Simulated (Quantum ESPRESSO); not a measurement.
# CoO: energy over the lowest, ferro + against volume, fitted and tested on a withheld row

System: CoO, 1 Co and 1 O in the cell, space group Fm-3m. From the study “CoO: orders under volume”.

Method: PBE with U = 3.5 eV on Co d; plane waves with GBRV 1.5 PBE potentials (Quantum ESPRESSO 7.5). Settings shared by all rows: cutoff 544.23 eV, fermi-dirac occupations, smearing width 0.05 eV. Degenerate orbitals of a corrected shell are partly filled. Whether a state of lower symmetry lies under this one was not tested; under a U it often does.

The table, with one value held back:

| volume (factor) | energy over the lowest, ferro + (meV an atom) |
| --- | --- |
| 0.92 | 71.14 |
| 0.96 | 34.40 |
| 1 | 19.52 |
| 1.04 | ? |
| 1.08 | 41.20 |

**Question.** What energy over the lowest, ferro + should the row at volume = 1.04 factor hold? Fit a suitable law to the other rows.

**Law.** Energy against volume follows the Birch–Murnaghan form, which is a polynomial in the Eulerian strain: second order (which fixes B′ at 4), a parabola in t = (V/1)^(−2/3) − 1. In symbols, E = c0 + c1 t + c2 t², with energy over the lowest, ferro + in meV an atom.

**Fit.** Least squares on 4 rows gives c0 = 19.5832, c1 = 190.721 and c2 = 12450.7.

| volume (factor) | t | computed | fit | computed − fit |
| --- | --- | --- | --- | --- |
| 0.92 | 0.057162 | 71.14 | 71.167 | -0.027 |
| 0.96 | 0.027588 | 34.40 | 34.321 | 0.079 |
| 1 | 0 | 19.52 | 19.583 | -0.063 |
| 1.08 | -0.050013 | 41.20 | 41.188 | 0.012 |

The slope vanishes at t = -0.007659, so the minimum lies at V = 1 × (1 + t)^(−3/2) = 1.012. That is the minimum of this magnetic state alone.

**Prediction.** At volume = 1.04 factor, t = -0.025808, so the law predicts 22.954 meV an atom. The computed value is 22.96 meV an atom, within one unit of its last digit of the prediction. The row lies between fitted rows, so this is an interpolation.

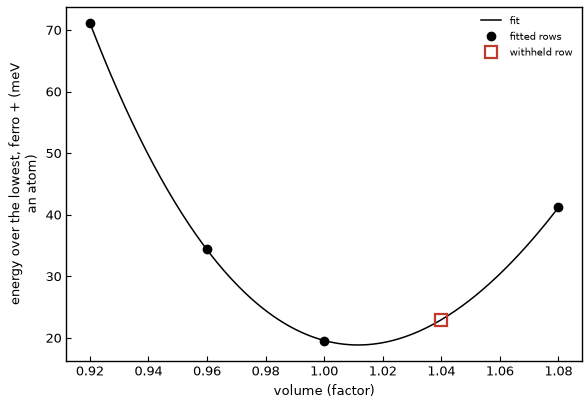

The rows, the fitted law and the withheld row.

[Hosts, paths, dates, database ids (printed as entryN), source tags and the programs' standing remarks are cut or masked in the printed files.]

[Where a cell is said to come from a database of computed structures, the database is the Materials Project.]
